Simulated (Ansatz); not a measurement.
# C2H3Cl2In: small, medium and large basis sets

How large a basis does C2H3Cl2In need? Two functionals are run in growing sets.

Program: Ansatz 0.2.0, Gaussian basis. Level of theory: one geometry, several basis sets. These are calculated values, not measurements.

Levels to be run: PBE0-D4/def2-SVP; ωB97M-V/def2-SVP; PBE0-D4/def2-QZVPP; ωB97M-V/def2-QZVPP; the functionals' def2-TZVPP values are taken from earlier runs.

1 further run of the same task is left out (for a known fault of the program).

## 1. Structure used throughout

All runs share one geometry, relaxed beforehand with PBE0-D4 in a triple-zeta def2 set. In takes the def2 core potential; no spin-orbit term is included.

SMILES `C=[CH][In]([Cl])[Cl]`, 8 atoms, charge 0, spin multiplicity 1.

Atoms are counted from 1 here; the program's logs count them from 0.

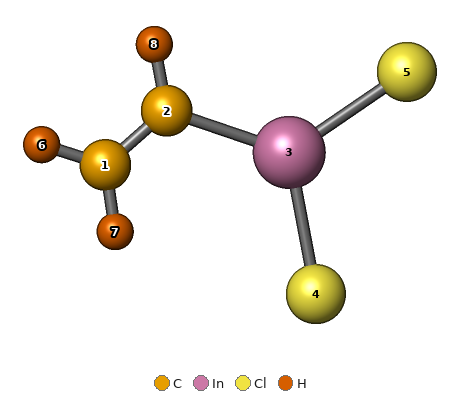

The structure; carbon amber, indium pink, chlorine yellow, hydrogen orange; atoms are numbered from 1 in the order of the file.

Coordinates:

```
C    -0.2195   -0.9927    1.1666
C     0.3103    0.1608    0.7757
In    0.0992    0.8031   -1.2196
Cl   -1.0702   -0.5234   -2.7277
Cl    0.9180    2.7538   -2.1601
H    -0.1217   -1.3421    2.1923
H    -0.7723   -1.6417    0.4935
H     0.8562    0.7823    1.4793
```

## 2. PBE0-D4 in def2-SVP

in.yaml

```yaml
crystal:
  periodic: [false, false, false]
  atoms:
    - {symbol: C, position_ang: [-0.219531, -0.992745, 1.166595]}
    - {symbol: C, position_ang: [0.310311, 0.160762, 0.775744]}
    - {symbol: In, position_ang: [0.099168, 0.803128, -1.219625]}
    - {symbol: Cl, position_ang: [-1.070161, -0.523450, -2.727739]}
    - {symbol: Cl, position_ang: [0.917957, 2.753797, -2.160059]}
    - {symbol: H, position_ang: [-0.121653, -1.342115, 2.192325]}
    - {symbol: H, position_ang: [-0.772305, -1.641650, 0.493455]}
    - {symbol: H, position_ang: [0.856204, 0.782273, 1.479312]}
basis:
  gaussian: {orbitals: def2-SVP}
hamiltonian: {xc: pbe0, dispersion: d4}
output: {orbitals: {seedname: orbitals}}
```

Run with:

```sh
ansatz run in.yaml --threads 4 --pin off --events-out ev --progress --plain --max-ram 10444MiB
```

The log of the run:

```text
Functional definition: PBE0
  name "PBE0"
  cite "Adamo & Barone, J. Chem. Phys. 110, 6158 (1999) doi:10.1063/1.478522"
  cite "Perdew, Burke & Ernzerhof, Phys. Rev. Lett. 77, 3865 (1996) doi:10.1103/PhysRevLett.77.3865"
  parent pbe
  parameter a = 0.25
  parameter kappa = 0.804
  parameter beta = 0.06672455060314922
  exchange = (1 - a)*pbe_x(kappa = kappa, mu = beta*pi^2/3) + a*exact_x
  correlation = pbe_c(beta = beta)
1102 factors; integrals over basis functions are off by at most 1.2e-3 eV
mean field evaluation 1: about -32318.1980 eV, gradient 4.4e1 eV
mean field evaluation 2: about -32313.2163 eV, gradient 5.9e1 eV
mean field evaluation 4: about -32323.5405 eV, gradient 2.4e0 eV
mean field evaluation 8: about -32323.7019 eV, gradient 3.4e-1 eV
mean field evaluation 16: about -32323.7022 eV, gradient 8.0e-5 eV
mean field -32323.70223553 eV, -1187.8741473634 hartree, gradient 8.0e-5 eV, S^2 0.000000; 0 other end points of the search recorded, 0 dependent functions left out
reference -32323.70227007 eV, -1187.8741486326 hartree; 35, 35 occupied and 70, 70 virtual orbitals, 1102 factors
Total energy: -32323.88323157 eV, -1187.8807988454 hartree
```

Wall time 1.1 s (4 threads of Arm Neoverse V2, shared host).

## 3. ωB97M-V in def2-SVP

in.yaml: that of step 2 with these lines changed.

```diff
@@ -13,3 +13,3 @@
   gaussian: {orbitals: def2-SVP}
-hamiltonian: {xc: pbe0, dispersion: d4}
+hamiltonian: {xc: {name: wB97M-V}}
 output: {orbitals: {seedname: orbitals}}
```

Launched as before.

The log of the run, shortened:

```text
Functional definition: wB97M-V
  name "wB97M-V"
  cite "Mardirossian & Head-Gordon, J. Chem. Phys. 144, 214110 (2016) doi:10.1063/1.4952647"
  cite "Becke, J. Chem. Phys. 107, 8554 (1997) doi:10.1063/1.475007"
  cite "Vydrov & Van Voorhis, J. Chem. Phys. 133, 244103 (2010) doi:10.1063/1.3521275"
  # Of w^i u^j: cxij and so on, Table III.
[...]
  gx(w, u) = 1 - cx + cx01*u + cx10*w
  gss(w, u) = css00 + css04*u^4 + css10*w + css20*w^2 + css43*w^4*u^3
  gos(w, u) = cos00 + cos10*w + (cos20 + cos21*u)*w^2 + (cos60 + cos61*u)*w^6
[...]
      + integral(e_c_pw_mod_opposite_spin*gos(b97_w_opposite, b97_u_opposite)) + vv10(b, c)
1102 factors; integrals over basis functions are off by at most 1.2e-3 eV
267 factors; integrals over basis functions are off by at most 8.6e-6 eV
[...]
mean field -32330.97557563 eV, -1188.1414376822 hartree, gradient 1.9e-5 eV, S^2 0.000000; 0 other end points of the search recorded, 0 dependent functions left out
reference -32330.97563061 eV, -1188.1414397025 hartree; 35, 35 occupied and 70, 70 virtual orbitals, 1102 factors
Total energy: -32330.97563061 eV, -1188.1414397025 hartree
```

Wall time 4.4 s (4 threads of Arm Neoverse V2, shared host).

## 4. PBE0-D4 in def2-QZVPP

in.yaml: that of step 3 with these lines changed.

```diff
@@ -12,4 +12,4 @@
 basis:
-  gaussian: {orbitals: def2-SVP}
-hamiltonian: {xc: {name: wB97M-V}}
+  gaussian: {orbitals: "def2-QZVPP.json"}
+hamiltonian: {xc: pbe0, dispersion: d4}
 output: {orbitals: {seedname: orbitals}}
```

Launched as before.

The log of the run:

```text
Functional definition: PBE0
  name "PBE0"
  cite "Adamo & Barone, J. Chem. Phys. 110, 6158 (1999) doi:10.1063/1.478522"
  cite "Perdew, Burke & Ernzerhof, Phys. Rev. Lett. 77, 3865 (1996) doi:10.1103/PhysRevLett.77.3865"
  parent pbe
  parameter a = 0.25
  parameter kappa = 0.804
  parameter beta = 0.06672455060314922
  exchange = (1 - a)*pbe_x(kappa = kappa, mu = beta*pi^2/3) + a*exact_x
  correlation = pbe_c(beta = beta)
1756 factors; their error is unknown
mean field evaluation 1: about -32327.8115 eV, gradient 5.7e1 eV
mean field evaluation 2: about -32316.1138 eV, gradient 8.4e1 eV
mean field evaluation 4: about -32335.7144 eV, gradient 5.2e0 eV
mean field evaluation 8: about -32335.7628 eV, gradient 1.9e-1 eV
mean field evaluation 16: about -32335.8353 eV, gradient 2.9e-4 eV
mean field -32335.83532487 eV, -1188.3200301726 hartree, gradient 7.4e-5 eV, S^2 0.000000; 0 other end points of the search recorded, 0 dependent functions left out
reference -32335.83536456 eV, -1188.3200316313 hartree; 35, 35 occupied and 391, 391 virtual orbitals, 1756 factors
Total energy: -32336.01632607 eV, -1188.3266818440 hartree
```

It took 7 s on 4 threads of Arm Neoverse V2, shared host; peak memory 1.7 GiB.

## 5. ωB97M-V in def2-QZVPP

in.yaml: that of step 4 with these lines changed.

```diff
@@ -13,3 +13,3 @@
   gaussian: {orbitals: "def2-QZVPP.json"}
-hamiltonian: {xc: pbe0, dispersion: d4}
+hamiltonian: {xc: {name: wB97M-V}}
 output: {orbitals: {seedname: orbitals}}
```

Launched as before.

The log of the run, shortened:

```text
Functional definition: wB97M-V
  name "wB97M-V"
  cite "Mardirossian & Head-Gordon, J. Chem. Phys. 144, 214110 (2016) doi:10.1063/1.4952647"
  cite "Becke, J. Chem. Phys. 107, 8554 (1997) doi:10.1063/1.475007"
  cite "Vydrov & Van Voorhis, J. Chem. Phys. 133, 244103 (2010) doi:10.1063/1.3521275"
  # Of w^i u^j: cxij and so on, Table III.
[...]
  gx(w, u) = 1 - cx + cx01*u + cx10*w
  gss(w, u) = css00 + css04*u^4 + css10*w + css20*w^2 + css43*w^4*u^3
  gos(w, u) = cos00 + cos10*w + (cos20 + cos21*u)*w^2 + (cos60 + cos61*u)*w^6
[...]
      + integral(e_c_pw_mod_opposite_spin*gos(b97_w_opposite, b97_u_opposite)) + vv10(b, c)
1684 factors; their error is unknown
334 factors; integrals over basis functions are off by at most 3.9e-5 eV
[...]
mean field -32343.10035345 eV, -1188.5870150483 hartree, gradient 2.7e-5 eV, S^2 0.000000; 0 other end points of the search recorded, 0 dependent functions left out
reference -32343.10041754 eV, -1188.5870174038 hartree; 35, 35 occupied and 391, 391 virtual orbitals, 1684 factors
Total energy: -32343.10041754 eV, -1188.5870174038 hartree
```

Wall time 16 s (4 threads of Arm Neoverse V2, shared host); peak memory 2 GiB.

## 6. Functionals by basis

The def2-TZVPP values come from earlier runs at the same geometry.

```csv
functional,basis,functions,energy (eV),from the largest (eV),HOMO (eV),LUMO (eV)
PBE0-D4,def2-SVP,105,-32323.8832,12.133,-8.43,-1.81
PBE0-D4,def2-TZVPP,238,-32335.1244,0.892,-8.53,-1.94
PBE0-D4,def2-QZVPP,426,-32336.0163,0.000,-8.55,-1.97
ωB97M-V,def2-SVP,105,-32330.9756,12.125,-10.54,0.00
ωB97M-V,def2-TZVPP,238,-32342.2479,0.853,-10.68,-0.20
ωB97M-V,def2-QZVPP,426,-32343.1004,0.000,-10.71,-0.26
```

## 7. What came out

```
                                       quantity           value
PBE0-D4: double and triple zeta above quadruple  12.13, 0.89 eV
ωB97M-V: double and triple zeta above quadruple  12.12, 0.85 eV
```

**Reading.** For PBE0-D4 the step from double to triple zeta gains 11.24 eV and the next only 0.89 eV. These are total energies; as a rule much of such shifts cancels in differences, which this series doesn't test.

For PBE0-D4 the largest set took about 6 times as long as the smallest (7 s against 1.1 s).
